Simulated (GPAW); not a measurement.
# Core-hole calculation of the Ru L₃ edge in NbRu (Pm-3m)

How does the Ru L₃ edge of NbRu (Pm-3m) move when the bonds are compressed or stretched?

Program: GPAW 26.7.0. Level of theory: X-ray absorption from dipole matrix elements to empty bands, plane-wave PAW LDA. Results are calculated unless marked as measured.

**1. Set-up**

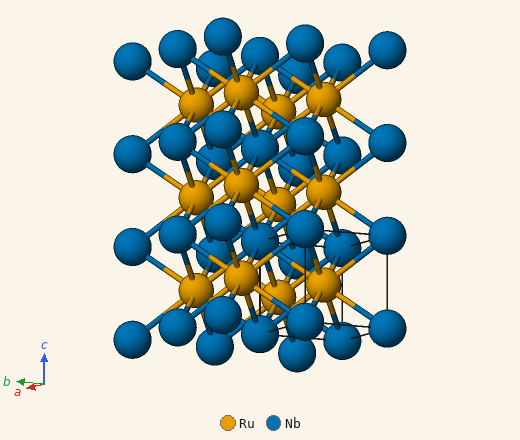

The cell as given, from a free direction (ruthenium orange, niobium blue). 2×2×3 cells are drawn. Some periodic images of atoms are drawn too.

Structure file:

```cif
data_structure
_symmetry_space_group_name_H-M 'Pm-3m'
_symmetry_Int_Tables_number 221
_cell_length_a 3.1840
_cell_length_b 3.1840
_cell_length_c 3.1840
_cell_angle_alpha 90.000
_cell_angle_beta 90.000
_cell_angle_gamma 90.000
_cell_volume 32.28
loop_
_atom_site_label
_atom_site_type_symbol
_atom_site_symmetry_multiplicity
_atom_site_Wyckoff_symbol
_atom_site_fract_x
_atom_site_fract_y
_atom_site_fract_z
_atom_site_occupancy
Ru1 Ru 1 b 0.50000 0.50000 0.50000 1
Nb1 Nb 1 a 0.00000 0.00000 0.00000 1
```

**2. The field without a hole**

A plain self-consistent run shows whether there is a gap, which decides the set-up of the core-hole run.

scf.py reads:

```python
import numpy as np
from ase import Atoms
from ase.parallel import parprint, paropen
from gpaw import GPAW, PW, FermiDirac, Mixer, MixerDif, setup_paths
from gpaw.test import gen
setup_paths.insert(0, '.')
gen('Ru', name='nch2p', xcname='LDA', corehole=(2, 1, 0), write_xml=True)
from gpaw.mpi import world
world.barrier()

atoms = Atoms('RuNb',
    cell=[[3.184, 0, 0],
     [0, 3.184, 0],
     [0, 0, 3.184]],
    scaled_positions=[[0.5, 0.5, 0.5],
     [0, 0, 0]],
    pbc=True)
atoms.calc = calc = GPAW(legacy_gpaw=True, mode=PW(430), xc='LDA', setups={0: 'nch2p'},
    kpts={'size': (8, 8, 8), 'gamma': True}, occupations=FermiDirac(0.05),
    charge=0, mixer=Mixer(0.1, 5, 50), maxiter=150,
    convergence={'density': 0.0001}, txt='scf.txt')
energy = atoms.get_potential_energy() + calc.get_reference_energy()
ef = calc.get_fermi_level()
out = dict(energy=energy, fermi=ef, forces=atoms.get_forces().tolist())
parprint(f'all-electron energy {energy:.4f} eV, Fermi level {ef:.4f} eV')
ev = np.array([[calc.get_eigenvalues(k, s) for k in range(len(calc.get_ibz_k_points()))] for s in range(calc.get_number_of_spins())])
out['homo'], out['lumo'], out['counts'] = ev[ev < ef].max(), ev[ev > ef].min(), sorted(set((ev < ef).sum((0, 2)).tolist()))
out['filled'] = (ev[:, 0] < ef).sum(1).tolist()
import json
with paropen('out.json', 'w') as f:
    json.dump(out, f)
```

Run with:

```console
$ OMP_NUM_THREADS=1 mpirun -n 2 gpaw python scf.py
```

Numbers of over 12 decimals in the logs are rounded to 6 here.

Log:

```text
Input parameters:
  convergence: {density: 0.0001}
  kpts: {gamma: True,
         size: (8, 8, 8)}
  maxiter: 150
  mixer: {backend: pulay,
          beta: 0.1,
          method: separate,
          nmaxold: 5,
          weight: 50}
  mode: {ecut: 430.0,
         name: pw}
  occupations: {fixmagmom: False,
                name: fermi-dirac,
                width: 0.05}
  setups: {0: nch2p}

Initialize ...

[... PAW data sets ...]

Reference energy: -226918.945014  # eV

Spin-paired calculation

[... convergence settings ...]
Symmetries present (total): 48
  [... symmetry matrices ...]

512 k-points: 8 x 8 x 8 Monkhorst-Pack grid + [1/16,1/16,1/16]
35 k-points in the irreducible part of the Brillouin zone
       k-points in crystal coordinates                weights
   0:     0.00000000    0.00000000    0.00000000          1/512
   1:     0.12500000    0.00000000    0.00000000          6/512
   2:     0.12500000    0.12500000    0.00000000         12/512
   3:     0.12500000    0.12500000    0.12500000          8/512
   4:     0.25000000    0.00000000    0.00000000          6/512
   5:     0.25000000    0.12500000    0.00000000         24/512
   6:     0.25000000    0.12500000    0.12500000         24/512
   7:     0.25000000    0.25000000    0.00000000         12/512
   8:     0.25000000    0.25000000    0.12500000         24/512
   9:     0.25000000    0.25000000    0.25000000          8/512
          ...
  34:     0.50000000    0.50000000    0.50000000          1/512

Wave functions: Plane wave expansion
  Cutoff energy: 430.000 eV
  Number of coefficients (min, max): 619, 672
  Pulay-stress correction: 0.000000 eV/Ang^3 (de/decut=0.000000)
  Using FFTW library
  Wavefunction extrapolation:
    Improved wavefunction reuse through dual PAW basis

Occupation numbers: Fermi-Dirac:
  width: 0.0500  # eV

Eigensolver
   Davidson(niter=2)

Densities:
  Coarse grid: 16*16*16 grid
  Fine grid: 32*32*32 grid
  Total Charge: 0.000000

Density mixing:
  Method: separate
  Backend: pulay
  Linear mixing parameter: 0.1
  old densities: 5
  Width of damping distribution: 1.1
  Damping of long wavelength oscillations: 50

[... Hamiltonian set-up ...]
Number of atoms: 2
Number of atomic orbitals: 26
Number of bands in calculation: 22
Number of valence electrons: 29
Bands to converge: occupied

... initialized

Initializing position-dependent things.

Density initialized from atomic densities
Creating initial wave functions:
  22 bands from LCAO basis set

Positions:
   0 Ru     1.592000    1.592000    1.592000    ( 0.0000,  0.0000,  0.0000)
   1 Nb     0.000000    0.000000    0.000000    ( 0.0000,  0.0000,  0.0000)

Unit cell:
           periodic     x           y           z      points  spacing
  1. axis:    yes    3.184000    0.000000    0.000000    16     0.1990
  2. axis:    yes    0.000000    3.184000    0.000000    16     0.1990
  3. axis:    yes    0.000000    0.000000    3.184000    16     0.1990

  Lengths:   3.184000   3.184000   3.184000
  Angles:   90.000000  90.000000  90.000000

Effective grid spacing dv^(1/3) = 0.1990

iter:   1   -24.143223
iter:   2   -23.643491   -1.65  -1.19
iter:   3   -22.792979   -0.67  -1.25
iter:   4   -22.659186   -2.96  -1.78
iter:   5   -23.803037   -1.29  -1.89
iter:   6   -22.566269   -1.22  -1.41
iter:   7   -22.537804   -2.04  -2.14
iter:   8   -22.538009   -3.71  -2.88
iter:   9   -22.536187c  -3.68  -2.82
iter:  10   -22.536786c  -4.39  -3.25
iter:  11   -22.536078c  -4.36  -3.02
iter:  12   -22.536078c  -6.02  -3.91
iter:  13   -22.536099c  -6.09  -3.97
iter:  14   -22.536077c  -5.50  -3.71
iter:  15   -22.536074c  -7.10  -4.32c
iter:  16   -22.536074c  -8.03c -5.04c

Converged after 16 iterations.

Dipole moment: (-0.000000, -0.000000, -0.000000) |e|*Ang

Energy contributions relative to reference atoms: (reference = -226918.945014)

Kinetic:        -10.214710
Potential:       +0.841608
External:        +0.000000
XC:             -12.850126
Entropy (-ST):   -0.031794
Local:           -0.296949
SIC:             +0.000000
--------------------------
Free energy:    -22.551971
Extrapolated:   -22.536074

Showing only first 2 kpts
 Kpt  Band  Eigenvalues  Occupancy
  0    12     10.15250    2.00000
  0    13     10.15250    2.00000
  0    14     13.19229    0.00000
  0    15     13.19229    0.00000

  1    12     10.13139    2.00000
  1    13     10.26211    2.00000
  1    14     12.83565    0.00023
  1    15     13.32220    0.00000

Fermi level: 12.38194

No gap
No difference between direct/indirect transitions

Forces in eV/Ang:
  0 Ru    0.00000    0.00000    0.00000
  1 Nb    0.00000   -0.00000    0.00000
Scalar-relativistic atomic LDA calculation for Ru (Ruthenium, Z=44)
Core hole in 2p state (2p occupation: 6.0)
750 radial gridpoints.
|------------------------------------------------|
|------------------------------------------------|
[... the atom generator's iteration count ...]

Energy contributions:
-------------------------
Kinetic:    +4674.876294
XC:          -128.825660
Potential:  -9070.752715
-------------------------
Total:      -4524.702080

state      eigenvalue         ekin         rmax
-----------------------------------------------
1s^2.0 :  -804.433483  1020.166156        0.022
2s^2.0 :  -115.720814   207.969246        0.123
2p^6.0 :  -103.782336   199.798902        0.098
3s^2.0 :   -20.358869    56.049526        0.362
3p^6.0 :   -16.424550    52.021510        0.355
3d^10.0:   -10.050836    46.389865        0.301
4s^2.0 :    -2.807098    13.440031        0.913
4p^6.0 :    -1.710171    10.966694        0.981
4d^7.0 :    -0.198508     5.388743        1.215
5s^1.0 :    -0.165642     1.283890        2.718
5p^0.0 :    -0.037961     0.524489        3.837
-----------------------------------------------
(units: Bohr and Hartree)

Generating PAW setup
Kinetic energy of the core from tauc = 4641.861885657562
Cutoffs:
rc(s)=2.420
rc(p)=2.430
rc(d)=2.370
rc(vbar)=2.420
rc(comp)=2.330
rc(nct)=2.430

Kinetic energy of the core states: 4543.190974
Charge: 0.0
Core electrons: 28.0
Valence electrons: 16.0
Pseudo-core charge: 0.000090
Shape function alpha=1.842
Pseudo-electron charge 6.840372
state    eigenvalue         norm
--------------------------------
4s(2) :    -2.807098     0.265815
5s(1) :    -0.165642     1.006927
4p(6) :    -1.710171     0.232766
5p(0) :    -0.037961     0.989362
4d(7) :    -0.198508     0.557875
*d    :     0.801492
--------------------------------

Diagonalizing with gridspacing h=0.050

state   all-electron     PAW
-------------------------------
4s:      -2.807098    -2.807664
4p:      -1.710171    -1.710635
4d:      -0.198508    -0.199753
*f:                    0.068975
-------------------------------
all-electron energy -226941.4811 eV, Fermi level 12.3819 eV
```

Run time: 9.7 s. Hardware: 2 MPI ranks of Arm Neoverse V1, shared host; peak memory 0.17 GiB; 19 s of CPU time.

The mesh shows no gap, so the system is treated as a metal and the core electron is put at the Fermi level (neutral cell).

**3. Reference energy of the supercell**

The photon energy needs a difference of total energies, so the cell and mesh of the coming hole run are first run without a hole.

scf.py, as its differences from that of step 2:

```diff
@@ -10,11 +10,17 @@
 
-atoms = Atoms('RuNb',
-    cell=[[3.184, 0, 0],
-     [0, 3.184, 0],
-     [0, 0, 3.184]],
-    scaled_positions=[[0.5, 0.5, 0.5],
-     [0, 0, 0]],
+atoms = Atoms('Ru4Nb4',
+    cell=[[3.184, 3.184, 3.184],
+     [-3.184, 3.184, -3.184],
+     [-3.184, 3.184, 3.184]],
+    scaled_positions=[[0.5, 0, 0],
+     [0, 0.5, 0],
+     [0.5, 0.5, 0.5],
+     [0, 0, 0.5],
+     [0, 0, 0],
+     [0.5, 0.5, 0],
+     [0, 0.5, 0.5],
+     [0.5, 0, 0.5]],
     pbc=True)
 atoms.calc = calc = GPAW(legacy_gpaw=True, mode=PW(430), xc='LDA', setups={0: 'nch2p'},
-    kpts={'size': (8, 8, 8), 'gamma': True}, occupations=FermiDirac(0.05),
+    kpts={'size': (6, 6, 6), 'gamma': True}, occupations=FermiDirac(0.1),
     charge=0, mixer=Mixer(0.1, 5, 50), maxiter=150,
```

Log:

```text
Input parameters:
  convergence: {density: 0.0001}
  kpts: {gamma: True,
         size: (6, 6, 6)}
  maxiter: 150
  mixer: {backend: pulay,
          beta: 0.1,
          method: separate,
          nmaxold: 5,
          weight: 50}
  mode: {ecut: 430.0,
         name: pw}
  occupations: {fixmagmom: False,
                name: fermi-dirac,
                width: 0.1}
  setups: {0: nch2p}

Initialize ...

[...]
5s(1) :    -0.165642     1.006927
4p(6) :    -1.710171     0.232766
5p(0) :    -0.037961     0.989362
4d(7) :    -0.198508     0.557875
*d    :     0.801492
--------------------------------

Diagonalizing with gridspacing h=0.050

state   all-electron     PAW
-------------------------------
4s:      -2.807098    -2.807664
4p:      -1.710171    -1.710635
4d:      -0.198508    -0.199753
*f:                    0.068975
-------------------------------
all-electron energy -907765.9754 eV, Fermi level 12.3596 eV
[key lines of the parts left out:]
Converged after 20 iterations.
Dipole moment: (0.000000, -0.000000, -0.000000) |e|*Ang
Free energy:    -90.407384
Fermi level: 12.35957
```

The job ended after 2.3 min (2 MPI ranks; peak memory 0.31 GiB).

Reference energy: -907765.975 eV with the cores included.

[end of part 1 of 3]

[Banner, clock and machine lines of the logs are left out without a mark of their own.]

[Logs are printed without paths, hosts, clocks, repeated set-up lines and the standing remarks that a program may print on its own settings, such as how far it seeks lower states.]

[Hosts, paths, dates, database ids (printed as entryN), source tags and the programs' standing remarks are cut or masked in the printed files.]

[Lists of maxima count a maximum above −3 eV only where it reaches 4 % of the highest in the window and stands out from its surroundings by 2 % of it (1.5 % where it reaches 55 %); shoulders and weaker maxima are passed over, and of the rest the first, up to two pre-edge ones and the few strongest are named.]
